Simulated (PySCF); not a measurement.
# WO2H: relaxation and vibrations of the doublet

Aim: relax WO2H as a doublet from a T-shaped (ligand arrangement 1) start, check by its vibrations whether the end is a minimum, and collect its spectrum and constants.

The runs use PySCF 2.14.0; PBE0, basis W def2-TZVP with ECP60, O def2-TZVP, H def2-TZVP, scalar-relativistic core potentials, no spin–orbit coupling, density fitting.

## 1. Where the work starts

4 atoms, charge 0, spin multiplicity 2.

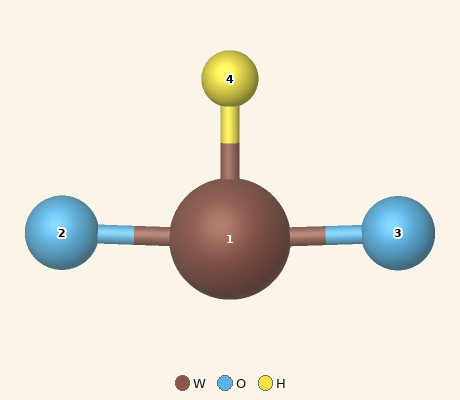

As it starts; tungsten brown, oxygen blue, hydrogen yellow; atoms are numbered from 1 in the order of the file.

```xyz
4
charge 0 multiplicity 2
W     0.0000    0.0000    0.0000
O     1.7689    0.0000    0.0618
O    -1.7689    0.0000    0.0618
H     0.0000    0.0000    1.6900
```

## 2. Finding the electronic state

The steps below are one call of a driver around PySCF. For each, scf.py gives the equivalent set-up of the SCF; relaxations use the driver's own optimiser. After this first run the driver tries any further starts and a stability analysis.

Contents of scf.py:

```python
from pyscf import gto, scf, dft
mol = gto.M(atom='''
W      0.000000     0.000000     0.000000
O      1.768900     0.000000     0.061800
O     -1.768900     0.000000     0.061800
H      0.000000     0.000000     1.690000''',
    basis={'W': 'def2-TZVP', 'O': 'def2-TZVP', 'H': 'def2-TZVP'},
    ecp={'W': 'def2-TZVP'},
    charge=0, spin=1)
mf = dft.UKS(mol, xc='PBE0')
mf.grids.atom_grid = (50, 194)
aux = {'W': 'def2-universal-JKFIT', 'O': 'def2-universal-JKFIT', 'H': 'def2-universal-JKFIT'}
mf = mf.density_fit(auxbasis=aux)
mf.conv_tol = 1e-08
mf.diis_space = 10
mf.max_cycle = 60
mf.init_guess = 'minao'
mf.verbose = 4
mf.kernel()
```

The run is started by

```sh
$ OMP_NUM_THREADS=4 python axn.py task.json out
```

The log of the run:

```text
init E= -198.456414326905
[... the frontier-level lines of each cycle are left out ...]
cycle= 1 E= -217.282732781104  delta_E= -18.8  |g|= 1.28  |ddm|=  5.7
cycle= 2 E= -207.069551855546  delta_E= 10.2  |g|= 4.18  |ddm|= 3.48
cycle= 3 E= -217.924548066634  delta_E= -10.9  |g|= 0.277  |ddm|= 3.19
cycle= 4 E= -217.962165227458  delta_E= -0.0376  |g|= 0.129  |ddm|= 0.327
cycle= 5 E= -217.96905177566  delta_E= -0.00689  |g|= 0.0262  |ddm|= 0.128
cycle= 6 E= -217.969363936381  delta_E= -0.000312  |g|= 0.00787  |ddm|= 0.0249
cycle= 7 E= -217.96940744842  delta_E= -4.35e-05  |g|= 0.00517  |ddm|= 0.00993
cycle= 8 E= -217.96943220792  delta_E= -2.48e-05  |g|= 0.002  |ddm|= 0.00699
cycle= 9 E= -217.969446545079  delta_E= -1.43e-05  |g|= 0.00102  |ddm|= 0.0102
cycle= 10 E= -217.969448145574  delta_E= -1.6e-06  |g|= 0.000479  |ddm|= 0.00343
cycle= 11 E= -217.969448342092  delta_E= -1.97e-07  |g|= 4.09e-05  |ddm|= 0.00119
cycle= 12 E= -217.969448346987  delta_E= -4.89e-09  |g|= 3.04e-05  |ddm|= 0.000186
Extra cycle  E= -217.96944834623  delta_E= 7.57e-10  |g|= 7.44e-05  |ddm|= 7.77e-05
converged SCF energy = -217.96944834623  <S^2> = 0.77344687  2S+1 = 2.023311
```

This step, with its further starts and checks, took 12 s on 4 threads of Arm Neoverse V2, shared host.

Energies from each starting density:

```csv
start,energy (Eh)
the minimal-basis guess,-217.969448
a thermally smeared density,-217.969448
a smeared PBE density,-217.970826
```

The first run landed in a state that is too high. Following the other starts and the instabilities gains 3.6 kJ/mol (-217.97083 Eh), and the work goes on from there.

## 3. Relaxation: T-shaped (ligand arrangement 1) start, doublet

The program finds C2v symmetry in the start, which this walk keeps.

Changes to scf.py since step 2:

```diff
@@ -3,4 +3,4 @@
-W      0.000000     0.000000     0.000000
-O      1.768900     0.000000     0.061800
-O     -1.768900     0.000000     0.061800
-H      0.000000     0.000000     1.690000''',
+W      0.000000     0.000000    -0.016963
+O      1.768900     0.000000     0.044837
+O     -1.768900     0.000000     0.044837
+H      0.000000     0.000000     1.673037''',
@@ -17 +16,0 @@
-mf.init_guess = 'minao'
```

Energy and gradient, step by step:

```csv
step,energy (Eh),change (kJ/mol),largest symmetric gradient (Eh/bohr)
0,-217.970826,0.00,0.02415
1,-217.975036,-11.06,0.03243
2,-217.984047,-34.71,0.04313
3,-217.999692,-75.79,0.04372
4,-218.018252,-124.52,0.04097
5,-218.050089,-208.11,0.08211
6,-218.061852,-238.99,0.02167
7,-218.064101,-244.90,0.01905
8,-218.064579,-246.15,0.00283
9,-218.064609,-246.23,0.00037
10,-218.064609,-246.23,0.00001
```

The walk took 21 s.

Positions (Å) and forces (eV/Å) along the way:

```
step 0
W    0.000   0.000  -0.017   0.000   0.000   1.242
O    1.769   0.000   0.045   0.034   0.000  -0.579
O   -1.769   0.000   0.045  -0.034   0.000  -0.579
H    0.000   0.000   1.673   0.000   0.000  -0.083
step 1
W    0.000   0.000   0.024   0.000   0.000   1.667
O    1.772   0.000   0.006  -0.167   0.000  -0.874
O   -1.772   0.000   0.006   0.167   0.000  -0.874
H    0.000   0.000   1.709   0.000   0.000   0.080
step 5
W    0.000   0.000   0.446   0.000   0.000  -4.222
O    1.562   0.000  -0.416  -3.335   0.000   1.543
O   -1.562   0.000  -0.416   3.335   0.000   1.543
H    0.000   0.000   2.133   0.000   0.000   1.136
step 10
W    0.000   0.000   0.449   0.000   0.000   0.001
O    1.437   0.000  -0.468   0.001   0.000  -0.001
O   -1.437   0.000  -0.468   0.000   0.000   0.000
H    0.000   0.000   2.233   0.000   0.000   0.000
```

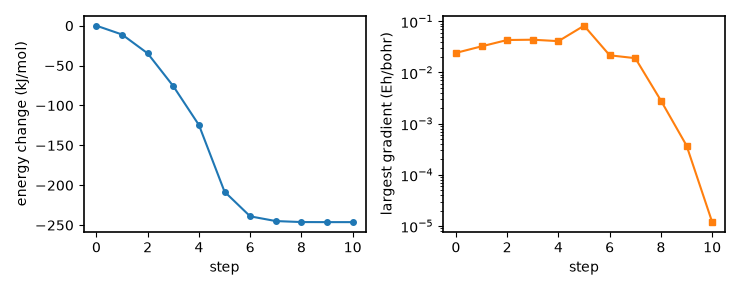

Energy and largest gradient along the walk.

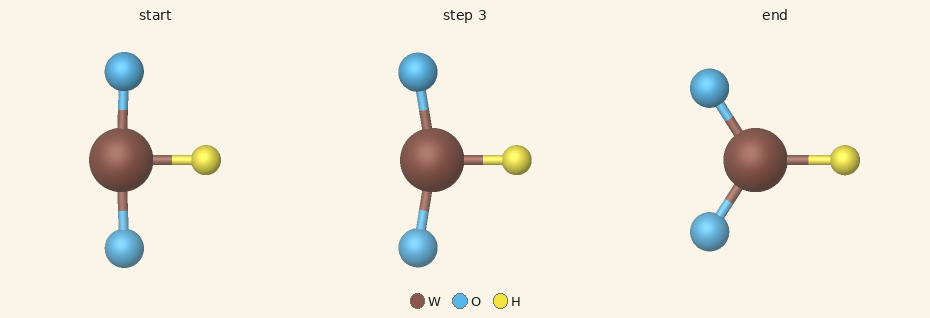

Start and end of the relaxation, with a step between.

End point (C2v, 10 steps, 246.2 kJ/mol gained): W–H 1.784 Å, W–O 1.704 Å (×2); H–W–O 122.5° (×2), O–W–O 114.9°.

## 4. Is it a minimum? Harmonic modes

On the finer grid the gradient is checked again; gradients at displacements of ±0.02 bohr then give force constants and infrared intensities.

Changes to scf.py since step 3:

```diff
@@ -3,4 +3,4 @@
-W      0.000000     0.000000    -0.016963
-O      1.768900     0.000000     0.044837
-O     -1.768900     0.000000     0.044837
-H      0.000000     0.000000     1.673037''',
+W      0.000000     0.000000     0.127166
+O      1.436522     0.000000    -0.790181
+O     -1.436522     0.000000    -0.790181
+H      0.000000     0.000000     1.911462''',
@@ -11 +11 @@
-mf.grids.atom_grid = (50, 194)
+mf.grids.atom_grid = (75, 302)
@@ -14 +14 @@
-mf.conv_tol = 1e-08
+mf.conv_tol = 1e-10
```

This SCF starts from the last density.

Log of the central SCF (cycles and frontier levels):

```text
init E= -218.064653034357
[... the frontier-level lines of each cycle are left out ...]
cycle= 1 E= -218.064653034123  delta_E= 2.34e-10  |g|= 2.61e-05  |ddm|= 1.58e-05
cycle= 2 E= -218.064653031865  delta_E= 2.26e-09  |g|= 8.08e-05  |ddm|= 4.85e-05
cycle= 3 E= -218.064653034386  delta_E= -2.52e-09  |g|= 4.04e-07  |ddm|= 3.67e-05
cycle= 4 E= -218.064653034386  delta_E= -5.68e-13  |g|= 2.72e-07  |ddm|= 3.3e-07
Extra cycle  E= -218.064653034386  delta_E= -5.68e-14  |g|= 7.2e-07  |ddm|= 5.81e-07
converged SCF energy = -218.064653034386  <S^2> = 0.76351579  2S+1 = 2.0134704
```

The whole step took 42 s.

Geometry: C2v; W–H 1.784 Å, W–O 1.704 Å (×2); H–W–O 122.6° (×2), O–W–O 114.9°.

Harmonic modes (main isotopes):

| symmetry | ω (cm⁻¹) | IR (km/mol) |
| --- | --- | --- |
| b1 | 415i | 111 |
| a1 | 318 | 1.3 |
| b2 | 642 | 8.6 |
| b2 | 1005 | 220 |
| a1 | 1052 | 56.0 |
| a1 | 1871 | 180 |

With 1 mode imaginary (up to 415i cm⁻¹) this point is a saddle.

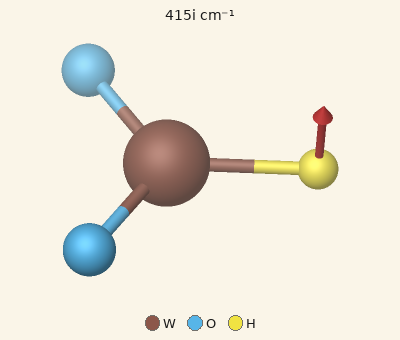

The imaginary mode, as arrows.

Properties at this point:

```yaml
Dipole_moment: 2.02 D
Highest_occupied_level: -8.01 eV
Lowest_empty_level: -4.13 eV
Rotational_constants: 0.633, 0.2554, 0.182 cm⁻¹
Zero-point_energy_real_modes: 29.2 kJ/mol
Principal_polarisabilities: 41.4, 42.4, 47.6 bohr³
Atomisation_energy_without_zero-point_energy: 1618 kJ/mol
Principal_traceless_quadrupole_moments_about_the_centre_of_mass: -5.61, -2.47, 8.09 D Å
Spin_squared_⟨S²⟩: 0.764
```

Charges (e) and bond orders:

```tsv
atom	Mulliken	Löwdin	polar tensor	spin (Mulliken)	Mayer order to W1
W1	1.07	0.76	1.67	1.16	–
O2,3	-0.47	-0.29	-0.69	-0.07	2.11
H4	-0.13	-0.17	-0.30	-0.02	0.94
```

Outer orbital energies (eV). α occupied: -12.46, -12.01, -11.61, -11.57, -10.68, -9.41, -9.32, -8.01; empty: -4.13, -2.07, -0.92, -0.01. β occupied: -25.99, -12.40, -11.92, -11.57, -11.42, -10.77, -9.49, -9.19; empty: -3.90, -3.59, -1.67, -0.76.

Mulliken populations on W1 (outside its core potential): s 2.76, p 6.39, d 3.66, f 0.12.

## 5. Following the imaginary mode

The start is the last point, displaced along its most imaginary mode.

The program finds Cs symmetry in the start, which this walk keeps.

Changes to scf.py since step 4:

```diff
@@ -3,4 +3,4 @@
-W      0.000000     0.000000     0.127166
-O      1.436522     0.000000    -0.790181
-O     -1.436522     0.000000    -0.790181
-H      0.000000     0.000000     1.911462''',
+W      0.000000    -0.001936     0.126977
+O      1.436522     0.007353    -0.790370
+O     -1.436522     0.007353    -0.790370
+H     -0.000000     0.120000     1.911273''',
@@ -11 +11 @@
-mf.grids.atom_grid = (75, 302)
+mf.grids.atom_grid = (50, 194)
@@ -14 +14 @@
-mf.conv_tol = 1e-10
+mf.conv_tol = 1e-08
```

Steps of the walk:

```csv
step,energy (Eh),change (kJ/mol),largest symmetric gradient (Eh/bohr)
0,-218.064798,0.00,0.00421
1,-218.069473,-12.28,0.02808
2,-218.068670,-10.17,0.04489
3,-218.073688,-23.34,0.01335
4,-218.076209,-29.96,0.00818
5,-218.077073,-32.23,0.00363
6,-218.077147,-32.42,0.00144
7,-218.077151,-32.43,0.00036
8,-218.077151,-32.43,0.00007
```

The walk took 19 s.

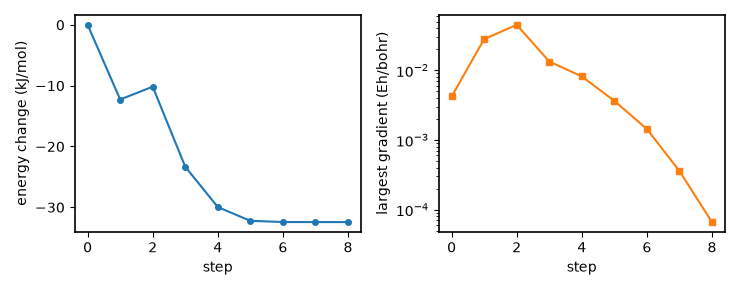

Energy and largest gradient along the walk.

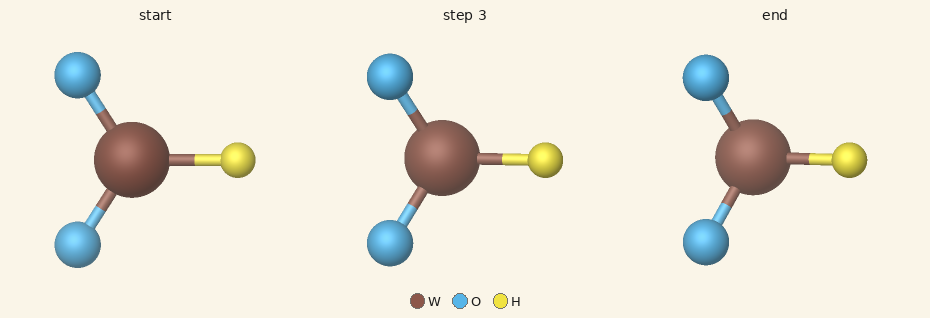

Start and end of the relaxation, with a step between.

It settles in Cs symmetry, 32.4 kJ/mol below the start, after 8 steps: W–H 1.734 Å, W–O 1.695 Å (×2); H–W–O 109.1° (×2), O–W–O 110.3°.

## 6. Vibrations and properties at this point

As before: finer grid, then central differences.

Changes to scf.py since step 5:

```diff
@@ -3,4 +3,4 @@
-W      0.000000    -0.001936     0.126977
-O      1.436522     0.007353    -0.790370
-O     -1.436522     0.007353    -0.790370
-H     -0.000000     0.120000     1.911273''',
+W      0.000000    -0.080854     0.112070
+O      1.391539     0.449785    -0.697815
+O     -1.391539     0.449785    -0.697815
+H      0.000000     0.558741     1.723753''',
@@ -11 +11 @@
-mf.grids.atom_grid = (50, 194)
+mf.grids.atom_grid = (75, 302)
@@ -14 +14 @@
-mf.conv_tol = 1e-08
+mf.conv_tol = 1e-10
```

SCF at the final geometry:

```text
init E= -218.077166398067
[... the frontier-level lines of each cycle are left out ...]
cycle= 1 E= -218.077166398054  delta_E= 1.31e-11  |g|= 8.06e-06  |ddm|= 8.75e-06
Extra cycle  E= -218.077166397856  delta_E= 1.98e-10  |g|= 2.42e-05  |ddm|= 1.61e-05
converged SCF energy = -218.077166397856  <S^2> = 0.75595128  2S+1 = 2.0059425
```

The whole step took 47 s on 4 threads of Arm Neoverse V2, shared host.

Geometry: Cs; W–H 1.734 Å, W–O 1.695 Å (×2); H–W–O 109.2° (×2), O–W–O 110.3°.

Harmonic modes (main isotopes):

```csv
symmetry,ω (cm⁻¹),IR (km/mol),μ (u),type
a',333,5.5,14.41,bend
a',474,22.0,1.15,bend
a'',663,2.0,1.08,bend
a'',1015,207,13.24,stretch
a',1066,65.3,16.84,stretch
a',1981,121,1.01,stretch
```

μ is the mass of the mode for normalised Cartesian displacements, not the reduced mass of the usual diatomic formula.

All wavenumbers are real: a minimum.

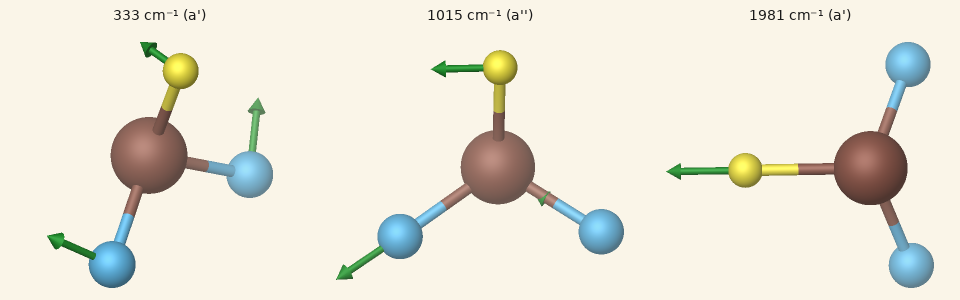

How the atoms move in 3 of the modes.

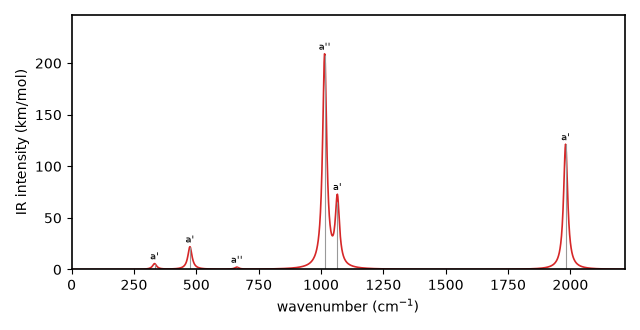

The harmonic infrared spectrum (widths in cm⁻¹). Lines are broadened to a width of 20 cm⁻¹ (Lorentzian).

Constants and moments:

| Quantity | Value |
| --- | --- |
| Dipole moment | 3.53 D |
| Highest occupied level | -7.15 eV |
| Lowest empty level | -3.46 eV |
| Rotational constants | 0.5839, 0.264, 0.1896 cm⁻¹ |
| Zero-point energy | 33.1 kJ/mol |
| Principal polarisabilities | 41.8, 44.7, 47.5 bohr³ |
| Atomisation energy without zero-point energy | 1651 kJ/mol |
| Principal traceless quadrupole moments about the centre of mass | -4.96, 0.75, 4.21 D Å |
| Entropy at 298.15 K and 1 bar (electronic part: spin only) | 290.6 J/(mol K) |
| Heat capacity Cp at 298.15 K | 52.1 J/(mol K) |
| Enthalpy at 298.15 K above 0 K | 12.06 kJ/mol |
| Rotational symmetry number | 1 |
| Spin squared ⟨S²⟩ | 0.756 |

Populations by atom (charges in e):

```json
{"atom": "W1", "Mulliken": "1.00", "Löwdin": "0.66", "polar tensor": "1.48", "spin (Mulliken)": "1.08", "Mayer order to W1": "–"}
{"atom": "O2,3", "Mulliken": "-0.45", "Löwdin": "-0.28", "polar tensor": "-0.65", "spin (Mulliken)": "-0.03", "Mayer order to W1": "2.15"}
{"atom": "H4", "Mulliken": "-0.09", "Löwdin": "-0.11", "polar tensor": "-0.18", "spin (Mulliken)": "-0.01", "Mayer order to W1": "0.98"}
```

Mulliken populations on W1 (outside its core potential): s 2.72, p 6.41, d 3.75, f 0.12.

## 7. All stationary points

| spin | group | bonds | imaginary modes (cm⁻¹) | ΔE (kJ/mol) | with zero-point energy |
| --- | --- | --- | --- | --- | --- |
| doublet | Cs | W–H 1.734 Å, W–O 1.695 Å (×2) | none | 0.0 | 0.0 |
| doublet | C2v | W–H 1.784 Å, W–O 1.704 Å (×2) | 415i | 32.9 | – |

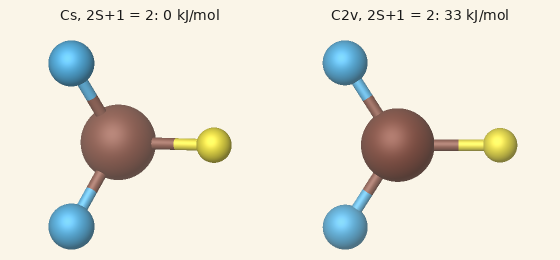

The points, lowest first (tungsten brown, oxygen blue, hydrogen yellow).

## 8. Results

| quantity | value |
| --- | --- |
| minimum | doublet, Cs |
| geometry | W–H 1.734 Å, W–O 1.695 Å (×2); H–W–O 109.2° (×2), O–W–O 110.3° |
| wavenumbers (cm⁻¹) | 333 (a'), 474 (a'), 663 (a''), 1015 (a''), 1066 (a'), 1981 (a') |
| dipole moment | 3.53 D |
| highest occupied, lowest empty level (either spin) | -7.15, -3.46 eV |
| polar-tensor charge of W1 | +1.48 e |
| zero-point energy | 33.1 kJ/mol |
| entropy at 298.15 K | 290.6 J/(mol K) |
| atomisation energy (no zero-point energy) | 1651 kJ/mol |
| ⟨S²⟩ | 0.756 |

In words: From C2v at the start the molecule goes to a Cs minimum, after a stop at a saddle point 32.9 kJ/mol higher, from which it was pushed off along an imaginary mode. In the infrared the band at 1015 cm⁻¹ (a'', stretch) leads. Most of the spin sits on W1 (Mulliken spin 1.08, against 1 for the whole molecule). The first SCF alone would have been 4 kJ/mol too high. Only this shape and spin were tried, so other structures or states may lie lower. One determinant may miss the lowest occupation of an open d or f shell. Spin–orbit coupling, left out here, can matter for elements this heavy.

The search up to here took 2.4 min.
